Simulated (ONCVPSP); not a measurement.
Input of ONCVPSP 4.0.1:

```
# ATOM AND REFERENCE CONFIGURATION
# atsym  z   nc   nv     iexc    psfile
  Ir 77.00   12    2  -001012      upf
#
#   n    l    f
    1    0    2.00
    2    0    2.00
    2    1    6.00
    3    0    2.00
    3    1    6.00
    3    2   10.00
    4    0    2.00
    4    1    6.00
    4    2   10.00
    4    3   14.00
    5    0    2.00
    5    1    6.00
    5    2    7.00
    6    0    2.00
#
# PSEUDOPOTENTIAL AND OPTIMIZATION
# lmax
    2
#
#   l,   rc,      ep,       ncon, nbas, qcut
    0    2.50    0.00    3    8    2.80
    1    2.25    0.21    4    7    3.30
    2    2.25    0.00    4    8    7.10
#
# LOCAL POTENTIAL
# lloc, lpopt,  rc(5),   dvloc0
    4    5    1.60    3.00
#
# VANDERBILT-KLEINMAN-BYLANDER PROJECTORs
# l, nproj, debl
    0    1    1.00
    1    1    3.80
    2    2    3.90
#
# MODEL CORE CHARGE
# icmod, fcfact, rcfact
    3    5.50    1.25
#
# LOG DERIVATIVE ANALYSIS
# epsh1, epsh2, depsh
   -2.00    5.00    0.02
#
# OUTPUT GRID
# rlmax, drl
    6.00    0.01
#
# TEST CONFIGURATIONS
# ncnf
    4
# nvcnf
#   n    l    f
    2
    5    2    7.00
    6    0    1.00
#
    2
    5    2    7.00
    6    0    0.00
#
    2
    5    2    6.00
    6    0    0.00
#
    2
    5    2    8.00
    6    0    0.00
#
```

Command:
```bash
oncvpsp.x < Ir.dat > Ir.out
```

Functional and relativity: LDA (Perdew-Wang 92), scalar-relativistic.

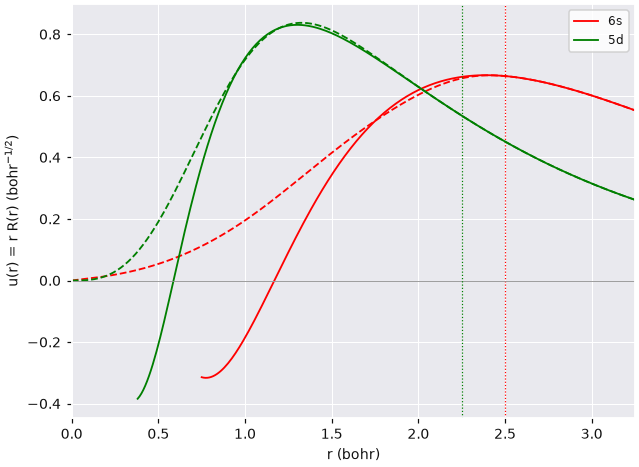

Partial waves u(r) = r R(r), all-electron (solid) and pseudo (dashed). Dotted lines mark the matching radii. The all-electron curves start outside the innermost oscillations, which aren't drawn.

Pseudo-waves: 6s has no node; 5d has no node.

* Cutoffs needed: 17 Ha and 19 Ha (the cutoffs at which the residual kinetic energy of the hardest occupied pseudo-wave falls to 1 and 0.1 mHa per electron)
* Ghost test: GHOST(-) flagged for s at -27.8 eV, p at -0.52 eV; GHOST(+) flagged for p at 19.7 eV
* Configuration tests: 1 of 4 tests not solved
* rms error of d²Exc/dni dnj: 6.39 mHa without and 2.08 mHa with the model core
